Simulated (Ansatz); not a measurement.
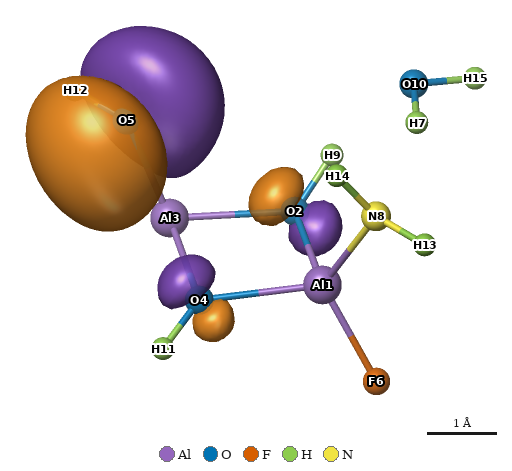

*Al₂FH₅NO₃···H₂O (doublet). The HOMO−1 (β) at ±0.1 Å⁻³ᐟ² (orange and purple are the two phases), seen at an oblique angle.*

The product side of a reaction path; geometry: PBE0-D4/def2-TZVP.

All numbers below come from UKS PBE0-D4/def2-TZVPP (Ansatz 0.2.0).

The calculation's input:

```
crystal:
  periodic: [false, false, false]
  atoms:
    - {symbol: Al, position_ang: [-1.048373, -0.700350, -0.131555]}
    - {symbol: O, position_ang: [0.381582, -0.270864, -1.155482]}
    - {symbol: Al, position_ang: [-0.181184, 1.359411, -1.794492]}
    - {symbol: O, position_ang: [-1.703809, 0.851949, -0.813613]}
    - {symbol: O, position_ang: [0.627049, 2.612007, -0.950985]}
    - {symbol: F, position_ang: [-1.947008, -2.010295, -0.597306]}
    - {symbol: H, position_ang: [1.334391, -1.054141, 1.203663]}
    - {symbol: N, position_ang: [-0.511748, -0.738965, 1.595661]}
    - {symbol: H, position_ang: [1.248043, -0.467382, -0.728337]}
    - {symbol: O, position_ang: [2.156345, -0.997042, 0.660091]}
    - {symbol: H, position_ang: [-2.603601, 1.155788, -0.917425]}
    - {symbol: H, position_ang: [0.981781, 3.373609, -1.405495]}
    - {symbol: H, position_ang: [-0.946707, -1.394789, 2.228779]}
    - {symbol: H, position_ang: [-0.375047, 0.132605, 2.089872]}
    - {symbol: H, position_ang: [2.588287, -1.851643, 0.716323]}
basis:
  gaussian: {orbitals: def2-TZVPP}
magnetization: {spin_polarized: true, initial_magnetization: 1}
hamiltonian: {xc: pbe0, dispersion: d4}
output: {orbitals: {seedname: orbitals}}
```

Run with:

```sh
ansatz run in.yaml --threads 4 --pin off --events-out ev --progress --plain --max-ram 46080MiB --backend cuda --devices 0, --max-vram 37GiB
```

> Describe this orbital and give its energy.

By Hirshfeld shares it lies mainly on O5 (about 80 %); largely a lone pair of O5. Its energy is −8.58 eV.
